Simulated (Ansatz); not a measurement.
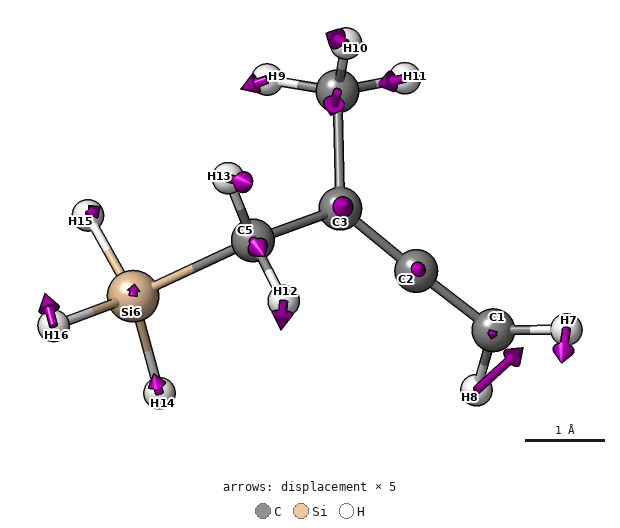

This is a relaxation of C5H10Si. The starting structure is drawn; purple arrows show the displacements, magnified 5 times. The two geometries are superimposed by the best rigid fit.

A ball-and-stick model, seen at a tilt.

The run prepares an end point of a later path (hydrogen shift) calculation, from a guessed geometry.

Method: RHF/def2-SVP in Ansatz 0.2.0. Set-up: no spin polarisation; force threshold 0.02 eV/Å; at most 50 steps.

> Which element moves most?

Hydrogen: up to 0.19 Å, against 0.10 Å for carbon.

> Describe the change and its energy.

The largest move after the best rigid fit is that of an H atom, 0.19 Å. Largest moves by element: H 0.19 Å, C 0.10 Å, Si 0.03 Å. Among the contacts that change: C–H 1.029 → 1.093 Å, C–H 1.135 → 1.092 Å, C–H 1.049 → 1.085 Å, H–Si 1.516 → 1.482 Å. Bond angles that change, for instance: H–C–H 114.9° → 107.3°, C–C–H 115.7° → 121.3°, C–C–H 106.1° → 110.9°. The energy falls by 12.3 kcal/mol in 6 accepted moves (7 points after the start). Largest force component: 5.3 eV/Å at the start, 0.0091 eV/Å at the end. The line search rejected the trial step at point 2 of the run.

Limits of the set-up: Hartree-Fock leaves out electron correlation.
